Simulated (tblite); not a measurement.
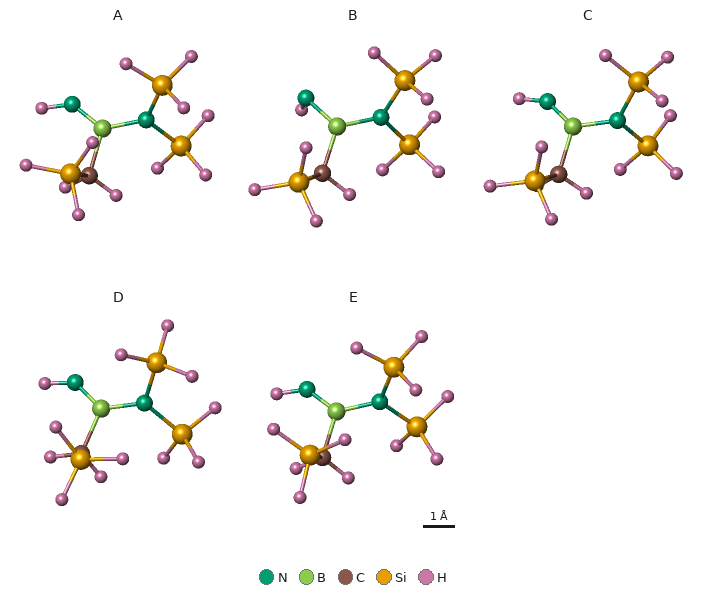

5 geometries from one relaxation of CH12BN2Si3 (multiplicity 2), in shuffled order. A ball-and-stick model, seen from a free direction.

Level of theory: GFN2-xTB geometry optimisation, gas phase in tblite 0.8.0. 

Put them in the order of the run, from the start to the converged end.

Answer. B, C, A, E, D. They are steps 0, 20, 77, 125, 206, at +1.378 eV, +0.254 eV, +0.048 eV, +0.016 eV relative to the last. The largest move after the best rigid fit is that of an H atom, 2.00 Å. By element the largest moves are H 2.00 Å, Si 0.59 Å, B 0.57 Å, N 0.47 Å, C 0.38 Å. Some distances before and after: B–N 1.541 → 1.326 Å, B–C 1.602 → 1.650 Å, H–N 1.038 → 1.001 Å, C–H 1.123 → 1.088 Å. Bond angles that change, for instance: B–N–H 106.6° → 133.2°, N–B–N 117.6° → 128.9°, H–Si–H 104.6° → 110.3°. Groups turn about C–Si by about 50°, N–Si by about 45°. The energy falls by 1.378 eV in 206 geometry steps.
